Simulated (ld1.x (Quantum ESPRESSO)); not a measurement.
## Pseudopotential generation for Pd

- system: palladium (Pd, Z = 46), core [Ar] 3d10, reference valence 4s2 4p6 4d9 5s0 5p0 (an ion of charge +1), valence charge 18.
- method: ultrasoft potential, Wu–Cohen, scalar-relativistic, made with ld1.x (Quantum ESPRESSO) 7.5

Key numbers:

- outcome: generated, but the overlap operator is not positive, so unusable; the Bessel test doesn't meet the 4p level
- configuration tests: test run stopped at test 1 of 7 (negative rho)
- lowest eigenvalue of the overlap operator S in a Bessel basis (separate test): -8.7 (d channel); it is negative, so in a basis up to 400 Ry S is not positive definite
- range over which the phases arctan(r u′/u) at the test radius agree within 0.05 rad (a looser test near the poles than one of phase shifts): s: not judged, since its reference level lies on a steep step; p: nowhere near the reference energy; d: not judged
- hardware: 1 CPU thread, shared host
- wall time: 0.95 s

Notes:

The scattering phases part by more than π/2 and stay apart in s from about 3.2 Ry: a level there is either far displaced or one that only the pseudo-atom has. In the reference test the empty 5s level comes out at −0.646 Ry against −0.807 Ry all-electron. In the spherical-Bessel test 4p stands at −5.865 Ry at the top cutoff of 400 Ry against −4.590 Ry all-electron. No cutoff can be given, and the search for ghost states has no verdict. The s and d channels couldn't be tested for ghost states or cutoffs, since the overlap operator isn't positive definite there.

Input:
```
 &input
   title='Pd', zed=46., rel=1, dft='WC', iswitch=3,
   config='[Kr] 4d9 5s0 5p0',
   nld=3, rlderiv=2.25, eminld=-9.0, emaxld=5.0, deld=0.04
 /
 &inputp
   pseudotype=3, tm=.true., lloc=-1, rcloc=1.20,
   nlcc=.false.,
   file_pseudopw='Pd.UPF', file_wfcaegen='ae.wfc', file_wfcncgen='nc.wfc', file_beta='beta', file_chi='chi', file_wfcusgen='us.wfc'
 /
6
4S  1  0   2.00   0.00  1.60  1.80  0.0
5S  2  0   0.00   0.00  1.60  1.80  0.0
4P  2  1   6.00   0.00  1.40  1.55  0.0
5P  3  1   0.00   0.00  1.40  1.55  0.0
4D  3  2   9.00   0.00  1.85  2.05  0.0
4D  3  2   0.00   1.10  1.85  2.05  0.0
 &test
   configts(1)='4s2 4p6 4d9 5s0 5p0'
 /
```

Input of the test run:
```
 &input
   title='Pd', zed=46., rel=1, dft='WC', iswitch=2,
   config='[Kr] 4d9 5s0 5p0'
 /
 &test
   file_pseudo='Pd.UPF', nconf=8,
   configts(1)='4s2 4p6 4d9 5s0 5p0',
   configts(2)='4s2 4p6 4d10 5s0 5p0',
   configts(3)='4s2 4p6 4d8 5s0 5p0',
   configts(4)='4s2 4p6 4d7 5s0 5p0',
   configts(5)='4s1 4p6 4d10 5s0 5p0',
   configts(6)='4s2 4p6 4d9 5s0 5p1',
   configts(7)='4s2 4p6 4d8 5s1 5p0',
   configts(8)='4s2 4p5 4d10 5s0 5p0'
 /
```

Launched with:
```bash
ld1.x < Pd.in > Pd.out
```

Output:
```
     Program LD1 v.7.5
     --------------------------- All-electron run ----------------------------

     Pd
     scalar relativistic calculation

     atomic number is 46.00
     dft =WC   lsd =0 sic =0 latt =0  beta=0.20 tr2=1.0E-14
     Exchange-correlation= WC
                           (   1   4  11   4   0   0   0)
     mesh =1235 r(mesh) =  99.12271 a.u. xmin = -7.00 dx = 0.01250
     1 Ry =  13.60569312 eV, c = 137.03599908

     n l     nl                  e(Ry)          e(Ha)          e(eV)
     1 0     1S 1( 2.00)     -1776.7670      -888.3835    -24174.1463
     2 0     2S 1( 2.00)      -260.1191      -130.0596     -3539.1007
     2 1     2P 1( 6.00)      -233.3485      -116.6743     -3174.8683
     3 0     3S 1( 2.00)       -47.5654       -23.7827      -647.1601
     3 1     3P 1( 6.00)       -38.7645       -19.3822      -527.4174
     4 0     4S 1( 2.00)        -7.1037        -3.5518       -96.6505
     4 1     4P 1( 6.00)        -4.5897        -2.2949       -62.4461
     3 2     3D 1(10.00)       -24.7671       -12.3835      -336.9731
     4 2     4D 1( 9.00)        -1.0748        -0.5374       -14.6238
     5 0     5S 1( 0.00)        -0.8074        -0.4037       -10.9859
     5 1     5P 1( 0.00)        -0.4504        -0.2252        -6.1283

     final scf error:  5.5E-15 reached in  25 iterations

     Etot =  -10089.745956 Ry,   -5044.872978 Ha, -137277.987167 eV

     Ekin =   10465.566502 Ry,    5232.783251 Ha,  142391.286189 eV
     Encl =  -24346.957626 Ry,  -12173.478813 Ha, -331257.233944 eV
     Eh   =    4077.407553 Ry,    2038.703777 Ha,   55475.955905 eV
     Exc  =    -285.762385 Ry,    -142.881193 Ha,   -3887.995317 eV

     normalization and overlap integrals

     s(1S/1S) =  1.000000  <r> =   0.0319  <r2> =    0.0014  r(max) =   0.0207
     s(2S/2S) =  1.000000  <r> =   0.1384  <r2> =    0.0226  r(max) =   0.1175
     s(2P/2P) =  1.000000  <r> =   0.1206  <r2> =    0.0178  r(max) =   0.0938
     s(3S/3S) =  1.000000  <r> =   0.3795  <r2> =    0.1648  r(max) =   0.3401
     s(3P/3P) =  1.000000  <r> =   0.3788  <r2> =    0.1667  r(max) =   0.3358
     s(4S/4S) =  1.000000  <r> =   0.9450  <r2> =    1.0128  r(max) =   0.8469
     s(4P/4P) =  1.000000  <r> =   1.0402  <r2> =    1.2418  r(max) =   0.9129
     s(3D/3D) =  1.000000  <r> =   0.3577  <r2> =    0.1527  r(max) =   0.2819
     s(4D/4D) =  1.000000  <r> =   1.4598  <r2> =    2.6094  r(max) =   1.0875
     s(5S/5S) =  1.000000  <r> =   2.8777  <r2> =    9.4450  r(max) =   2.4202
     s(5P/5P) =  1.000000  <r> =   3.7920  <r2> =   16.5221  r(max) =   3.1467

     ------------------------ End of All-electron run ------------------------

     --------------------- Generating US pseudopotential ---------------------

      Generating local potential from pseudized AE potential:
      Matching radius rcloc =   1.2000

      Local pseudo, rcloc= 1.187 Estimated cut-off energy=    17.66 Ry

      Wfc   4S  rcut= 1.602  Using Troullier-Martins method
      Wfc-us  4S rcutus= 1.815  Estimated cut-off energy=    17.41 Ry

      Wfc   5S  rcut= 1.602  Using Troullier-Martins method
      Wfc-us  5S rcutus= 1.815  Estimated cut-off energy=    35.59 Ry

      Wfc   4P  rcut= 1.414  Using Troullier-Martins method
      Wfc-us  4P rcutus= 1.563  Estimated cut-off energy=    34.56 Ry

      Wfc   5P  rcut= 1.414  Using Troullier-Martins method
      Wfc-us  5P rcutus= 1.563  Estimated cut-off energy=    62.83 Ry

      Wfc   4D  rcut= 1.861  Using Troullier-Martins method
      Wfc-us  4D rcutus= 2.057  Estimated cut-off energy=    27.79 Ry

      Wfc   4D  rcut= 1.861  Using Troullier-Martins method
      Wfc-us  4D rcutus= 2.057  Estimated cut-off energy=    50.01 Ry

     ------------------- End of pseudopotential generation -------------------

     --------------------------- All-electron run ----------------------------

     Pd
     scalar relativistic calculation

     atomic number is 46.00
     dft =WC   lsd =0 sic =0 latt =0  beta=0.20 tr2=1.0E-14
     Exchange-correlation= WC
                           (   1   4  11   4   0   0   0)
     mesh =1235 r(mesh) =  99.12271 a.u. xmin = -7.00 dx = 0.01250
     1 Ry =  13.60569312 eV, c = 137.03599908

     n l     nl                  e(Ry)          e(Ha)          e(eV)
     1 0     1S 1( 2.00)     -1776.7670      -888.3835    -24174.1463
     2 0     2S 1( 2.00)      -260.1191      -130.0596     -3539.1007
     2 1     2P 1( 6.00)      -233.3485      -116.6743     -3174.8683
     3 0     3S 1( 2.00)       -47.5654       -23.7827      -647.1601
     3 1     3P 1( 6.00)       -38.7645       -19.3822      -527.4174
     4 0     4S 1( 2.00)        -7.1037        -3.5518       -96.6505
     4 1     4P 1( 6.00)        -4.5897        -2.2949       -62.4461
     3 2     3D 1(10.00)       -24.7671       -12.3835      -336.9731
     4 2     4D 1( 9.00)        -1.0748        -0.5374       -14.6238
     5 0     5S 1( 0.00)        -0.8074        -0.4037       -10.9859
     5 1     5P 1( 0.00)        -0.4504        -0.2252        -6.1283

     final scf error:  5.5E-15 reached in  25 iterations

     Etot =  -10089.745956 Ry,   -5044.872978 Ha, -137277.987167 eV

     Ekin =   10465.566502 Ry,    5232.783251 Ha,  142391.286189 eV
     Encl =  -24346.957626 Ry,  -12173.478813 Ha, -331257.233944 eV
     Eh   =    4077.407553 Ry,    2038.703777 Ha,   55475.955905 eV
     Exc  =    -285.762385 Ry,    -142.881193 Ha,   -3887.995317 eV

     normalization and overlap integrals

     s(1S/1S) =  1.000000  <r> =   0.0319  <r2> =    0.0014  r(max) =   0.0207
     s(2S/2S) =  1.000000  <r> =   0.1384  <r2> =    0.0226  r(max) =   0.1175
     s(2P/2P) =  1.000000  <r> =   0.1206  <r2> =    0.0178  r(max) =   0.0938
     s(3S/3S) =  1.000000  <r> =   0.3795  <r2> =    0.1648  r(max) =   0.3401
     s(3P/3P) =  1.000000  <r> =   0.3788  <r2> =    0.1667  r(max) =   0.3358
     s(4S/4S) =  1.000000  <r> =   0.9450  <r2> =    1.0128  r(max) =   0.8469
     s(4P/4P) =  1.000000  <r> =   1.0402  <r2> =    1.2418  r(max) =   0.9129
     s(3D/3D) =  1.000000  <r> =   0.3577  <r2> =    0.1527  r(max) =   0.2819
     s(4D/4D) =  1.000000  <r> =   1.4598  <r2> =    2.6094  r(max) =   1.0875
     s(5S/5S) =  1.000000  <r> =   2.8777  <r2> =    9.4450  r(max) =   2.4202
     s(5P/5P) =  1.000000  <r> =   3.7920  <r2> =   16.5221  r(max) =   3.1467

     ------------------------ End of All-electron run ------------------------

     Computing logarithmic derivative in   2.25947
     Computing logarithmic derivative in   2.25947
     Computing the partial wave expansion
     R is outside the sphere for l=    0 j= 0.00
     R is outside the sphere for l=    0 j= 0.00
     R is outside the sphere for l=    1 j= 0.00
     R is outside the sphere for l=    1 j= 0.00
     R is outside the sphere for l=    2 j= 0.00
     R is outside the sphere for l=    2 j= 0.00

     ---------------------- Testing the pseudopotential ----------------------

     Pd
     scalar relativistic calculation

     atomic number is 46.00   valence charge is 18.00
     dft =WC   lsd =0 sic =0 latt =0  beta=0.20 tr2=1.0E-14
     mesh =1235 r(mesh) =  99.12271 xmin = -7.00 dx = 0.01250

     n l     nl             e AE (Ry)        e PS (Ry)    De AE-PS (Ry)
     1 0     4S   1( 2.00)       -7.10368       -7.10368       -0.00001
     2 1     4P   1( 6.00)       -4.58970       -4.58970       -0.00000
     3 2     4D   1( 9.00)       -1.07483       -1.07483       -0.00000
     2 0     5S   1( 0.00)       -0.80745       -0.64631       -0.16114  !
     3 1     5P   1( 0.00)       -0.45042       -0.38689       -0.06353  !

     eps = 7.3E-15  iter =  6

     Etot =  -10089.745956 Ry,   -5044.872978 Ha, -137277.987167 eV
     Etotps =  -254.690866 Ry,    -127.345433 Ha,   -3465.245769 eV

     Ekin =      60.803927 Ry,      30.401963 Ha,     827.279569 eV
     Encl =    -561.975000 Ry,    -280.987500 Ha,   -7646.059390 eV
     Ehrt =     210.780780 Ry,     105.390390 Ha,    2867.818605 eV
     Ecxc =     -24.423274 Ry,     -12.211637 Ha,    -332.295573 eV
     Epseu=      60.122701 Ry,      30.061350 Ha,     818.011019 eV

     ---------------------- End of pseudopotential test ----------------------
```

Output of the test run (extracts):
```
     ---------------------- Testing the pseudopotential ----------------------

     Pd
     scalar relativistic calculation

     atomic number is 46.00   valence charge is 18.00
     dft =WC   lsd =0 sic =0 latt =0  beta=0.20 tr2=1.0E-14
     mesh =1235 r(mesh) =  99.12271 xmin = -7.00 dx = 0.01250

     n l     nl             e AE (Ry)        e PS (Ry)    De AE-PS (Ry)
     1 0     4S   1( 2.00)       -7.10368       -7.10368       -0.00001
     2 1     4P   1( 6.00)       -4.58970       -4.58970       -0.00000
     3 2     4D   1( 9.00)       -1.07483       -1.07483       -0.00000
     2 0     5S   1( 0.00)       -0.80745       -0.64631       -0.16114  !
     3 1     5P   1( 0.00)       -0.45042       -0.38689       -0.06353  !

     eps = 7.4E-15  iter =  6

     Etot =  -10089.745956 Ry,   -5044.872978 Ha, -137277.987167 eV
     Etotps =  -254.690866 Ry,    -127.345433 Ha,   -3465.245769 eV

     Ekin =      60.803927 Ry,      30.401963 Ha,     827.279569 eV
     Encl =    -561.975000 Ry,    -280.987500 Ha,   -7646.059390 eV
     Ehrt =     210.780780 Ry,     105.390390 Ha,    2867.818605 eV
     Ecxc =     -24.423274 Ry,     -12.211637 Ha,    -332.295573 eV
     Epseu=      60.122701 Ry,      30.061350 Ha,     818.011019 eV

     ---------------------- End of pseudopotential test ----------------------
```

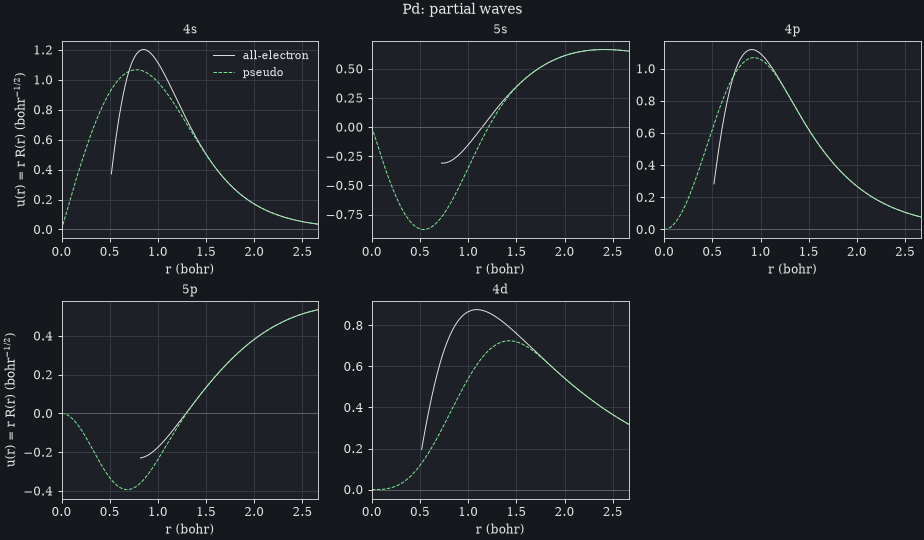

Partial waves u(r) = r R(r), all-electron (solid) and pseudo (dashed). The innermost oscillations of some all-electron curves aren't drawn. Reference configuration 4s2 4p6 4d9 5s0 5p0.

- Matching radii: 4s at 1.80 bohr; 5s at 1.80 bohr; 4p at 1.55 bohr; 5p at 1.55 bohr; 4d at 2.05 bohr. The curves merge smoothly, so the plot gives these only roughly.
- Nodes of the pseudo-waves: 4s has no node; 5s has a node at about 1.2 bohr; 4p has no node; 5p has a node at about 1.3 bohr; 4d has no node. A node in 5s and 5p is allowed, since a lower shell of the same l is also in the valence. The potential isn't sound: its overlap operator has a negative eigenvalue, -8.7. In the spherical-Bessel test 4p stands at −5.865 Ry at the top cutoff of 400 Ry against −4.590 Ry all-electron. No cutoff can be given, and the search for ghost states has no verdict. The s and d channels couldn't be tested for ghost states or cutoffs, since the overlap operator isn't positive definite there.

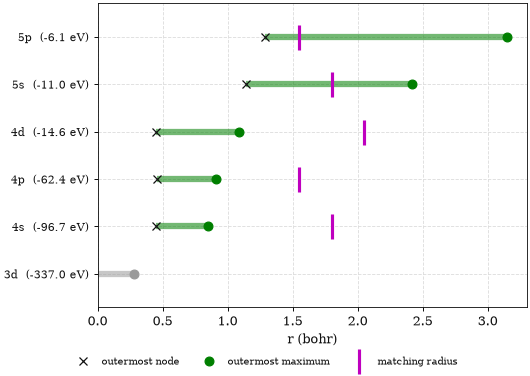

Outer shells of the all-electron reference atom: each bar runs from the outermost node (or the nucleus) to the outermost maximum of u(r); the tick is the radius chosen for the pseudo-wave. Shells without a tick have no pseudo-wave of their own. Levels, nodes and maxima are from ld1.x, scalar-relativistic.

- Radii against the shells: 4s: 1.80 bohr, outside the maximum; 4p: 1.55 bohr, outside the maximum; 4d: 2.05 bohr, outside the maximum; 5s: 1.80 bohr, between node and maximum; 5p: 1.55 bohr, between node and maximum.
